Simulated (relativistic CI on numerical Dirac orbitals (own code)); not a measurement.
Pm¹⁷⁺: relativistic CI calculation

- system: Pm¹⁷⁺.
- method: Dirac-Coulomb-Breit CI, KLI orbitals optimised for each configuration, model QED (radiative potential, 1s self-energy scaled to tabulated hydrogen-like ionisation energies) (relativistic CI on numerical Dirac orbitals, in-house)

**The input**
```
atom Pm  Z=61  charge=17  electrons=44
nucleus A=145  rms_radius_fm=4.9620
hamiltonian dirac-coulomb  breit=on  qed=on  c_scale=1
orbitals kli  potential=per-configuration
slater_scale 1
correlation none
mixing on
configurations
  [Kr] 4d8
  [Ar] 3d10 4s2 4p5 4d9
  [Kr] 4d7 4f
  [Ar] 3d10 4s 4p6 4d9
  [Ar] 3d10 4s2 4p5 4d8 4f
  [Kr] 4d7 5s
  [Kr] 4d7 5p
  [Ar] 3d10 4s 4p6 4d8 4f
  [Kr] 4d6 4f 5s
  [Kr] 4d7 5d
  [Kr] 4d6 5s 5p
  [Ar] 3d10 4s2 4p5 4d8 5s
  [Kr] 4d7 5f
  [Kr] 4d7 6s
  [Kr] 4d7 6p
  [Kr] 4d7 6d
  [Ar] 3d10 4s2 4p5 4d8 5d
  [Kr] 4d7 6f
  [Ar] 3d10 4s 4p6 4d7 4f 5s
  [Kr] 4d7 7p
  [Ar] 3d10 4s 4p6 4d8 5p
  [Kr] 4d7 7f
  [Ar] 3d10 4p6 4d9 4f
  [Ar] 3d10 4s 4p6 4d7 5s 5p
  [Ar] 3d10 4s2 4p5 4d8 6s
  [Ar] 3d10 4p6 4d10
  [Ar] 3d10 4p5 4d10 4f
  [Kr] 4d6 5s2
  [Kr] 4d5 4f 5s2
  [Ar] 3d10 4s2 4p5 4d6 4f 5s2
  [Kr] 4d5 5s2 5p
end
```

The run was one of a batch that the task file lists, launched with:
```bash
python <driver script> task.json out
```

The program writes its results to a structured record and prints no log; tables and figures of this report are taken from that record.

**The lowest 20 levels**

```tsv
Configuration	Level	E (eV)	LS purity (%)	Landé g	Lifetime (s; – stable or not computed)
4p⁶ 4d⁸	³F₄	0	94	1.235	–
4p⁶ 4d⁸	[(4d₅/₂)⁴] J = 2	2.687	49	1.082	7.1×10¹
4p⁶ 4d⁸	³F₃	4.602	99	1.082	7.8×10⁻⁴
4p⁶ 4d⁸	[(4d₃/₂)³ (4d₅/₂)⁵] J = 2	7.052	52	1.108	1.3×10⁻³
4p⁶ 4d⁸	³P₀	7.207	81	–	8.9×10⁻¹
4p⁶ 4d⁸	³P₁	8.577	99	1.499	1.3×10⁻³
4p⁶ 4d⁸	¹G₄	9.146	94	1.011	1.4×10⁻³
4p⁶ 4d⁸	[(4d₃/₂)²] J = 2	11.48	48	0.970	3.6×10⁻⁴
4p⁶ 4d⁸	¹S₀	20.21	81	–	1.2×10⁻⁴
4p⁵ 4d⁹	[(4p₃/₂)³ (4d₅/₂)⁵] J = 2	115.7	52	1.107	8.4×10⁻¹¹
4p⁵ 4d⁹	³F°₄	116.0	88	1.249	1.8×10⁻¹⁰
4p⁵ 4d⁹	³D°₃	116.5	59	1.294	5.9×10⁻¹¹
4p⁵ 4d⁹	[(4p₃/₂)³ (4d₃/₂)³] J = 2	120.6	47	1.132	6.8×10⁻¹¹
4p⁵ 4d⁹	³P°₁	122.4	63	1.313	6.0×10⁻¹¹
4p⁵ 4d⁹	J = 1 (odd, mixed)	123.2	36	0.733	7.3×10⁻¹¹
4p⁵ 4d⁹	³P°₀	123.8	79	–	6.2×10⁻¹¹
4p⁵ 4d⁹	[(4p₃/₂)³ (4d₃/₂)³] J = 3	125.2	51	1.064	6.3×10⁻¹¹
4p⁶ 4d⁷ 4f	⁵G°₅	125.8	66	1.258	3.6×10⁻⁹
4p⁶ 4d⁷ 4f	⁵G°₆	125.9	84	1.308	1.3×10⁻⁴
4p⁶ 4d⁷ 4f	[(4d₅/₂)³ 4f₅/₂] J = 4	126.4	52	1.162	6.5×10⁻⁹
```

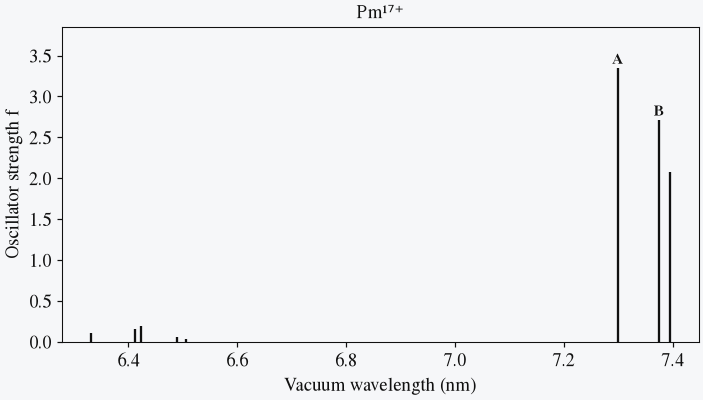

Absorption lines from the lowest level (oscillator strengths f) for Pm¹⁷⁺. A: 4s² 4p⁶ 4d⁷ 4f ³G°₅ ← 4s² 4p⁶ 4d⁸ ³F₄, 7.299 nm, f = 3.3; B: 4s² 4p⁶ 4d⁷ 4f ³F°₄ ← 4s² 4p⁶ 4d⁸ ³F₄, 7.375 nm, f = 2.7. The strongest, A, lies in the soft X-ray region.

**Key numbers**

| quantity | value |
| --- | --- |
| outcome | converged |
| lowest level | 4s² 4p⁶ 4d⁸ ³F₄ |
| first excited level | 4s² 4p⁶ 4d⁸ [(4d₅/₂)⁴] J = 2, 21,676 cm⁻¹ |
| ionisation energy | 497.176 eV |
| levels computed | 7886 |
| SCF iterations | 260 |
| hardware | 1 thread of Arm Neoverse N1, 16 GiB of memory available, shared host |
| wall time | 17 s |

**Notes**

Limits: only a limited list of configurations is included, so lower levels can be missing; only lines among the lowest 400 of 7886 levels are drawn, so those from 4s² 4p⁶ 4d⁷ 5d are incomplete.
